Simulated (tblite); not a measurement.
## Run report: C5H4F2O3, molecular dynamics (part 2 of 2)

C5H4F2O3; GFN2-xTB Langevin dynamics, gas phase (tblite 0.8.0). 

Geometry of the input (Å):
```
C  -2.4885  -0.4631  0.0523
O  -1.4452  -0.2956  -0.9002
C  -0.2322  -0.0575  -0.4325
C  0.9151  0.1488  -1.0947
F  1.0909  0.1328  -2.4225
C  2.0330  0.3508  -0.1222
F  2.6206  1.5921  -0.1980
C  1.2744  0.2166  1.2157
O  1.7027  0.2973  2.3178
O  -0.0351  -0.0190  0.9398
H  -3.3847  -0.6487  -0.5351
H  -2.6140  0.4377  0.6561
H  -2.2863  -1.3127  0.7077
H  2.8485  -0.3799  -0.2064
```

## Trajectory as extended XYZ, continued
```
14
Properties=species:S:1:pos:R:3:forces:R:3 step=21 time_fs=525.0 energy=-935.15343 temperature=256.0
C    -2.2921   -0.8964   -0.6646   -2.1038   0.3986   0.2287
O    -1.0124   -0.5659   -1.0894    1.3607   0.2041   0.4512
C    -0.0283   -0.3222   -0.1950   -1.0094  -0.4308  -0.6072
C     1.2899   -0.2322   -0.4242   -0.6810   0.1059  -0.7906
F     1.9941   -0.3729   -1.5494   -0.2718  -0.1799  -0.3394
C     1.9872    0.1254    0.8076    1.7053  -1.1019   0.2778
F     2.8124    1.2000    0.6985    0.0111   0.6667   0.1480
C     0.8465    0.3122    1.7549   -1.2853   0.3693   0.7118
O     0.8004    0.8194    2.8227    0.4014  -0.0401   0.4805
O    -0.3259   -0.1103    1.1579    0.7827   0.0216  -1.0091
H    -2.9499   -0.8365   -1.5884    0.7651   0.1062   0.9773
H    -2.7031   -0.1720    0.1220    0.5726  -0.8788  -0.9373
H    -2.3948   -1.9316   -0.2902    0.3277   0.3802   0.0468
H     2.7072   -0.7102    1.0594   -0.5753   0.3788   0.3616
14
Properties=species:S:1:pos:R:3:forces:R:3 step=22 time_fs=550.0 energy=-935.09402 temperature=289.8
C    -2.2861   -0.8784   -0.5941   -0.8393   1.6550   0.2321
O    -0.9860   -0.6024   -1.0984    1.0355  -0.4792   0.9845
C     0.0242   -0.4533   -0.1885   -0.6121   0.9850  -1.0028
C     1.3511   -0.2334   -0.4145   -1.4604  -0.7661  -0.7040
F     1.9274   -0.4005   -1.6128    0.2252  -0.0736   0.2926
C     2.0084    0.1362    0.8480    2.2797  -0.3112   0.4548
F     2.8560    1.2552    0.7289   -0.8846  -0.6634   0.2277
C     0.8031    0.3285    1.7429   -0.2326   0.5487   1.5866
O     0.7933    0.7459    2.8647   -0.0822  -0.2632  -0.6436
O    -0.3181   -0.1059    1.1164    0.4310  -0.2819  -0.3629
H    -3.0252   -0.6465   -1.3776    0.5525   0.0767  -0.1388
H    -2.5278   -0.1579    0.2392    0.2621  -0.9173  -0.4494
H    -2.4783   -1.9036   -0.3364    0.4338  -0.4618   0.4402
H     2.7217   -0.6554    1.3565   -1.1085   0.9523  -0.9169
14
Properties=species:S:1:pos:R:3:forces:R:3 step=24 time_fs=600.0 energy=-935.19332 temperature=308.5
C    -2.2443   -0.8136   -0.5231   -1.3482   0.9846   0.7014
O    -0.9434   -0.7003   -1.0023    1.3159   0.1467  -0.3933
C     0.0434   -0.3120   -0.2016   -0.1735  -0.1156  -1.4190
C     1.3433   -0.0457   -0.4452   -0.0840  -0.6677  -0.8615
F     2.0154   -0.3105   -1.5832   -0.1330   0.0578   0.1040
C     2.0153    0.2125    0.8355    1.4657  -0.2933   0.8262
F     2.7149    1.4086    0.9331   -0.3015  -0.3111  -0.1056
C     0.8247    0.2384    1.7665    0.0454   1.5216   0.7755
O     0.7813    0.6621    2.8748    0.1002  -0.3523   0.4944
O    -0.2791   -0.0430    1.0698   -0.9503  -0.3396   1.1646
H    -2.8789   -0.1823   -1.1655    0.0609  -0.3483  -0.1281
H    -2.4411   -0.4102    0.5018    0.5795  -0.4960  -0.5602
H    -2.5455   -1.8500   -0.5874   -0.1576  -0.2372   0.0367
H     2.7463   -0.5657    1.2170   -0.4195   0.4505  -0.6350
14
Properties=species:S:1:pos:R:3:forces:R:3 step=25 time_fs=625.0 energy=-935.14600 temperature=174.2
C    -2.2499   -0.7411   -0.5851   -1.6251   0.3529  -0.9931
O    -0.9465   -0.7096   -1.0980    1.6766   0.6904   1.3843
C     0.0186   -0.2744   -0.2514    0.6636   0.3084   0.0557
C     1.3519   -0.0379   -0.4473   -0.7221  -0.0227  -0.6646
F     2.0895   -0.2543   -1.5735   -0.6886   0.0843   0.6786
C     2.0227    0.3068    0.8513   -0.8342  -0.6366  -0.2997
F     2.7104    1.4370    1.0182    0.6476   1.5208  -0.5404
C     0.8294    0.3728    1.7890   -0.3446  -0.5089  -0.0386
O     0.8325    0.6651    2.9336   -0.1497   0.1757   0.4382
O    -0.2933    0.0310    1.1099   -0.0968  -0.3587  -1.1895
H    -2.8614    0.0756   -1.1139    0.6545  -1.1391   0.5294
H    -2.3549   -0.5686    0.4769    0.3232   0.0208   0.2204
H    -2.6455   -1.7490   -0.8207   -0.0378   0.5715  -0.0022
H     2.7344   -0.4502    1.1021    0.5335  -1.0588   0.4214
14
Properties=species:S:1:pos:R:3:forces:R:3 step=26 time_fs=650.0 energy=-935.20744 temperature=224.1
C    -2.1960   -0.7175   -0.6655    0.6609  -0.3908  -1.9138
O    -0.7884   -0.6765   -1.0831   -0.8576   0.5597   0.5120
C     0.0943   -0.1559   -0.2496   -0.9842  -0.6963   0.5916
C     1.4024    0.0052   -0.3951    0.1408  -0.0371  -0.5597
F     2.0418   -0.2136   -1.5381    0.5680  -0.0234  -0.5244
C     2.0622    0.2924    0.8908   -1.4147   1.8885  -0.1858
F     2.7420    1.4867    0.9365    0.0038   0.4451  -0.0296
C     0.8200    0.3780    1.8164   -0.2795  -0.2689   0.5743
O     0.7707    0.6556    2.9761    0.0128  -0.1702  -0.8951
O    -0.2878    0.0374    1.0733    0.5692   0.4818   0.3815
H    -2.7374    0.1314   -1.1502    0.3787  -0.7112   0.2844
H    -2.3509   -0.7042    0.3881    0.1821   0.0356   0.6666
H    -2.4678   -1.7059   -1.0967   -0.4084   0.7512   0.2833
H     2.7801   -0.3988    1.1576    1.4280  -1.8640   0.8146
14
Properties=species:S:1:pos:R:3:forces:R:3 step=28 time_fs=700.0 energy=-935.24330 temperature=236.0
C    -2.1335   -0.8438   -0.7856    1.0390   0.4176   0.8450
O    -0.7537   -0.6306   -1.0814    0.3129  -0.1501  -0.7731
C     0.1309   -0.1814   -0.2212   -1.0474  -0.0667   0.6644
C     1.4374   -0.0287   -0.3818    1.2388   0.2379   0.6151
F     2.0537   -0.1056   -1.5643    0.4120  -0.1649  -0.0353
C     2.1047    0.3661    0.9409   -0.0143  -0.1659  -0.2272
F     2.7348    1.6040    0.8528   -0.2561  -0.7076   0.2267
C     0.8278    0.4420    1.8368   -0.0565  -0.2456  -0.0038
O     0.7573    0.6668    3.0011    0.0208   0.0513  -0.3703
O    -0.2646    0.0991    1.0780    0.4265   0.0164   0.4462
H    -2.6504    0.0662   -1.0433   -0.4792   0.2641   0.2968
H    -2.2388   -1.1799    0.2492   -0.2543   0.3601  -0.0253
H    -2.4155   -1.6281   -1.4347   -0.4201  -0.8062  -0.7440
H     2.8563   -0.3701    1.4251   -0.9222   0.9596  -0.9152
14
Properties=species:S:1:pos:R:3:forces:R:3 step=29 time_fs=725.0 energy=-935.22974 temperature=162.0
C    -2.1321   -0.8571   -0.6821   -0.0296   1.1302  -1.2561
O    -0.7772   -0.6425   -1.0878   -0.0450  -0.3647  -0.3804
C     0.0952   -0.1527   -0.2363    0.2852  -0.2677   0.6995
C     1.4110    0.0265   -0.4078   -0.0814   0.4239   1.1165
F     2.1799   -0.0943   -1.4605    0.3067  -0.3104  -1.4699
C     2.0943    0.3871    0.8691   -0.6282  -0.9906   1.2230
F     2.7069    1.5924    0.8927    0.1945   0.4731  -0.0499
C     0.8206    0.4134    1.8448    0.9551   0.0685   0.0108
O     0.7903    0.7048    2.9998   -0.0197  -0.2168  -0.6722
O    -0.2619    0.0674    1.1170    0.1322  -0.0525  -0.6264
H    -2.5937    0.1630   -0.7942   -0.2138  -1.0155   0.3818
H    -2.1556   -1.2278    0.3242   -0.3006  -0.1587   0.3772
H    -2.5653   -1.5619   -1.4334    0.3516   0.5480   0.7247
H     2.8933   -0.3805    1.1511   -0.9067   0.7331  -0.0786
14
Properties=species:S:1:pos:R:3:forces:R:3 step=30 time_fs=750.0 energy=-935.25625 temperature=223.1
C    -2.0964   -0.8530   -0.5485    0.5476   0.9013  -0.8073
O    -0.7746   -0.6103   -1.0474    0.1057  -0.5132  -0.5133
C     0.1481   -0.1905   -0.2211   -0.0886   0.3348   0.7595
C     1.4502    0.0707   -0.4075   -0.2848   0.1245   1.3546
F     2.1613   -0.1155   -1.5074    0.3008  -0.0459  -0.4166
C     2.0452    0.4359    0.9570   -0.0386  -2.4372  -0.8431
F     2.7114    1.5610    1.0114    0.9202   2.0134   0.0050
C     0.8035    0.4108    1.8346    0.6964   0.3567   1.6611
O     0.8086    0.6111    3.0195   -0.4438  -0.0754  -0.8113
O    -0.2527    0.0672    1.1127   -0.2828  -0.3419  -0.8285
H    -2.5525    0.1502   -0.5664   -0.5109  -0.5930   0.1998
H    -2.0653   -1.2817    0.4326   -0.1215  -0.1485   0.5060
H    -2.5072   -1.5465   -1.2776   -0.3133   0.1593   0.0718
H     2.7653   -0.3500    1.3376   -0.4863   0.2652  -0.3377
14
Properties=species:S:1:pos:R:3:forces:R:3 step=31 time_fs=775.0 energy=-935.25864 temperature=182.3
C    -2.0908   -0.7722   -0.4705    1.3237  -0.1930   0.9806
O    -0.7747   -0.6579   -1.0329    0.4024   0.2325   0.5531
C     0.1517   -0.2196   -0.1688   -1.1649   0.0318  -0.3058
C     1.4397    0.0160   -0.3678    1.8714   0.5554   0.2822
F     2.1267   -0.1211   -1.5433   -0.4569   0.0324   1.1170
C     2.1007    0.3916    1.0038   -0.1611   0.1014  -1.7841
F     2.7276    1.6267    1.0618   -0.3833  -0.4904  -0.1844
C     0.8678    0.3824    1.8948   -0.4352  -0.4276  -2.3497
O     0.7628    0.5909    3.0266    0.0370   0.5943   2.8702
O    -0.2345    0.0812    1.1343    0.3109  -0.4310  -0.4241
H    -2.4439    0.2269   -0.2703   -0.4505   0.2346   0.1064
H    -1.9701   -1.3349    0.4874   -0.5717   0.2631  -0.6440
H    -2.6723   -1.2901   -1.1951   -0.4444  -0.3285  -0.3861
H     2.8585   -0.3384    1.2828    0.1226  -0.1751   0.1687
14
Properties=species:S:1:pos:R:3:forces:R:3 step=32 time_fs=800.0 energy=-935.21507 temperature=147.9
C    -2.0864   -0.7257   -0.4622    1.3431  -0.7585   0.0698
O    -0.7127   -0.6942   -0.9300   -1.1555   0.0179  -1.2142
C     0.1722   -0.1732   -0.1360    0.1190  -0.5402   0.2892
C     1.4777   -0.0172   -0.3326   -0.1306   0.7952   1.8098
F     2.1217   -0.1479   -1.4580    0.9292  -0.1621  -1.2767
C     2.1212    0.3609    1.0005   -1.3180   0.8007  -1.1027
F     2.6812    1.6113    1.0394    0.1323   0.1547  -0.0853
C     0.8917    0.3645    1.9303   -0.5819  -0.2927   0.5788
O     0.8283    0.6137    3.0994   -0.0046  -0.2535  -1.3199
O    -0.2133    0.0057    1.1569    0.8412   0.7173   1.5817
H    -2.3734    0.2572   -0.1168   -0.2718   0.1479   0.0019
H    -2.0534   -1.4471    0.3875   -0.7250   0.3624  -0.6174
H    -2.6061   -1.0509   -1.3662   -0.2592  -0.0438   0.5486
H     2.8811   -0.3312    1.2220    1.0817  -0.9453   0.7364
14
Properties=species:S:1:pos:R:3:forces:R:3 step=34 time_fs=850.0 energy=-935.21725 temperature=190.3
C    -2.1378   -0.6524   -0.3925    0.5734   1.4435  -0.9862
O    -0.8079   -0.5836   -0.9095    1.3028   0.4031   0.9455
C     0.1949   -0.2389   -0.0737   -1.8245  -0.6311   0.6456
C     1.4902   -0.0371   -0.2659    0.0878   0.2804   0.6877
F     2.2025   -0.2612   -1.3475    0.4171   0.0546  -0.8481
C     2.1228    0.3687    1.0343    1.5863  -1.0969  -0.2182
F     2.6936    1.6176    0.9991   -0.2272  -0.1028   0.1738
C     0.9672    0.2443    2.0110   -0.3210   0.7615  -1.4956
O     0.8971    0.5658    3.1308    0.2539   0.1899   2.0895
O    -0.1189   -0.1208    1.3145   -0.5082  -0.2921  -1.4955
H    -2.4737    0.3340   -0.0137    0.2003  -0.4005  -0.1180
H    -2.2224   -1.3786    0.3711   -0.2168  -0.8311   0.5826
H    -2.6163   -0.8658   -1.3362   -0.8598  -0.3542   0.1534
H     2.9537   -0.3485    1.3138   -0.4641   0.5758  -0.1164
14
Properties=species:S:1:pos:R:3:forces:R:3 step=35 time_fs=875.0 energy=-935.29317 temperature=221.5
C    -2.1053   -0.6224   -0.3915   -0.0446   0.2767  -0.8383
O    -0.7928   -0.5671   -0.8849    1.3484  -0.0094   0.1134
C     0.1767   -0.2317   -0.0258    0.4152  -0.3590  -0.4437
C     1.5019   -0.0577   -0.2598   -1.0700  -0.4399   0.6865
F     2.1824   -0.3142   -1.3632    0.1443   0.0301  -0.6763
C     2.1786    0.3431    0.9921    0.3844   0.1783   1.5314
F     2.7063    1.6208    0.8785   -0.0784  -0.2399   0.2334
C     0.9647    0.3226    2.0213    0.4131  -0.1621   1.0529
O     0.9562    0.5096    3.2153    0.1205  -0.1757  -2.1641
O    -0.1297   -0.0794    1.3210    0.0964   0.4706  -0.0672
H    -2.3090    0.3165    0.0763   -0.6316   0.7741   0.2159
H    -2.2151   -1.3785    0.3508   -0.2049  -0.8646   0.3999
H    -2.7021   -0.7915   -1.3005   -0.0414   0.0142   0.5697
H     3.0271   -0.2969    1.4055   -0.8515   0.5066  -0.6134
14
Properties=species:S:1:pos:R:3:forces:R:3 step=36 time_fs=900.0 energy=-935.25424 temperature=220.8
C    -2.1071   -0.5678   -0.3878    0.7752  -0.7138   1.0946
O    -0.7625   -0.5961   -0.8556    0.7866   0.1308   0.1832
C     0.1947   -0.2378    0.0238   -0.0401  -0.3001  -1.7711
C     1.5223   -0.1425   -0.2101   -0.2327   0.0264  -0.5036
F     2.0929   -0.3057   -1.4275   -0.0259   0.0234   0.5469
C     2.2012    0.4090    0.9954   -0.0484  -0.0729   0.7575
F     2.6706    1.6958    0.8133   -0.2204  -0.0720   0.0323
C     1.0063    0.3446    2.0207    0.1379  -0.2834  -2.1290
O     1.0742    0.3722    3.1847   -0.2469   0.3089   1.3800
O    -0.1388    0.0501    1.2955    0.1523   0.2357   1.5168
H    -2.2179    0.3550    0.1563   -0.5739   0.4419   0.1507
H    -2.2150   -1.4095    0.3480   -0.3366   0.5041  -0.6927
H    -2.7657   -0.6400   -1.2418    0.0510  -0.1150  -0.0151
H     3.0413   -0.1211    1.4883   -0.1781  -0.1140  -0.5504
14
Properties=species:S:1:pos:R:3:forces:R:3 step=38 time_fs=950.0 energy=-935.29094 temperature=227.3
C    -2.1343   -0.5043   -0.3237   -0.1300  -0.7330   0.9899
O    -0.8152   -0.5815   -0.7825    0.6543   0.0602  -0.5512
C     0.1558   -0.1641   -0.0049    0.5708  -0.0778   0.2018
C     1.4791   -0.0726   -0.2697   -0.7205  -0.8350  -1.5301
F     2.0590   -0.3944   -1.4881   -0.4995   0.4377   1.4365
C     2.1705    0.3679    0.9394    0.1596   1.1375   0.0799
F     2.4807    1.7293    0.8303    0.2498   0.0817   0.1036
C     1.0618    0.3269    2.0064    0.1967  -0.3042   0.7249
O     1.1894    0.4176    3.1947   -0.4495   0.0492  -1.3503
O    -0.1061    0.1490    1.3335   -0.1070  -0.1513   0.0983
H    -2.2669    0.4008    0.2524   -0.3461   0.1859   0.1414
H    -2.3611   -1.3982    0.2916    0.0652   0.4064   0.0389
H    -2.7675   -0.5570   -1.1794   -0.4033   0.2255  -0.6666
H     3.0845   -0.1170    1.1927    0.7597  -0.4830   0.2830
14
Properties=species:S:1:pos:R:3:forces:R:3 step=39 time_fs=975.0 energy=-935.09795 temperature=149.6
C    -2.1475   -0.5066   -0.2167   -0.6831   0.7033  -2.5339
O    -0.8724   -0.4510   -0.8024    0.1689  -0.2491  -0.4363
C     0.1171   -0.2543    0.0081    2.1444   0.9956   0.8430
C     1.4559   -0.1134   -0.2231   -0.8291  -0.8865  -2.0018
F     2.0795   -0.4755   -1.3942   -0.4342   0.3482   0.6943
C     2.1916    0.3379    0.9391    0.5762   0.9415   0.3371
F     2.4439    1.7541    0.9061    0.0282  -0.6788  -0.1913
C     1.0817    0.2865    1.9854   -0.4436  -0.2120  -0.2911
O     1.1555    0.5221    3.1333    0.0132   0.1189   0.9480
O    -0.1149    0.0488    1.3560    0.2387  -0.1788  -0.1929
H    -2.4210    0.4242    0.2355   -0.1914   0.4150   0.3644
H    -2.2527   -1.3320    0.3749   -0.0206  -1.9041   2.2440
H    -2.7990   -0.7590   -1.0682   -0.0862   0.5888  -0.0170
H     3.1902   -0.0994    1.1034   -0.4815  -0.0020   0.2335
14
Properties=species:S:1:pos:R:3:forces:R:3 step=40 time_fs=1000.0 energy=-935.15162 temperature=169.6
C    -2.1717   -0.4875   -0.1009   -0.6363  -0.9924  -1.8000
O    -0.9272   -0.3971   -0.8098    0.2963   0.2108   0.5330
C     0.1351   -0.1926   -0.0445   -1.3351  -0.1566   1.0929
C     1.4405   -0.1521   -0.2424    1.3024  -0.0959  -1.1997
F     2.0689   -0.5100   -1.4095   -0.2808   0.5765   0.9707
C     2.1123    0.3548    0.9985    1.0416  -0.9934   0.4422
F     2.4773    1.6585    0.9460    0.3488   0.8834  -0.4242
C     0.9891    0.3021    2.0307   -0.4459   0.2564   0.9383
O     1.0035    0.5806    3.2023   -0.0124  -0.5369  -1.6667
O    -0.1237   -0.0202    1.3313   -0.6575   0.2916   0.0561
H    -2.5673    0.4780    0.2389    0.3265  -0.4177  -0.0106
H    -2.1039   -1.2678    0.6333    0.1103   0.1209   0.9396
H    -2.8361   -0.9685   -0.8688    0.1990   0.8659   0.3872
H     3.0192   -0.1882    1.3366   -0.2568  -0.0126  -0.2588
```

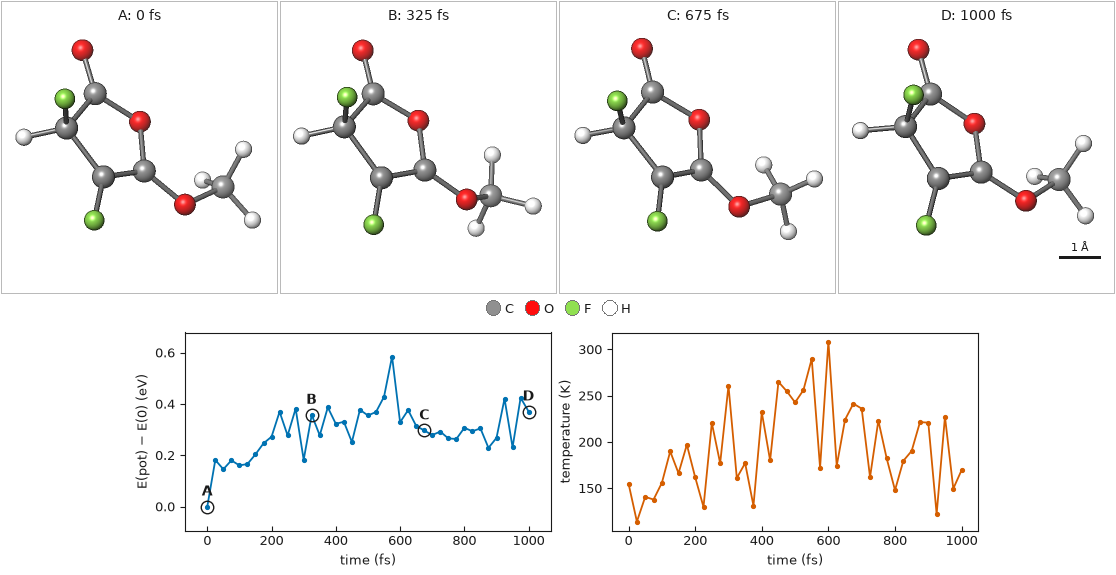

Figure 1. Frames of the molecular dynamics (ball-and-stick, seen at a tilt) above the curves, on which the letters mark them. The trajectory kept here has 41 frames over 1000 fs. The temperature starts at 155 K, ranges from 114 to 308 K and averages 207 K over the second half. The potential energy ends 0.370 eV above its first value. After an unweighted best fit of the last frame on the first, the root-mean-square displacement is 0.81 Å, and H11 has moved furthest (1.76 Å).

## Key numbers

```json
{"quantity": "outcome", "value": "finished"}
{"quantity": "mean temperature over the second half", "value": "207 K"}
{"quantity": "trajectory", "value": "41 frames kept, 1000 fs"}
{"quantity": "wall time", "value": "33 s"}
{"quantity": "peak memory", "value": "0.18 GiB"}
```
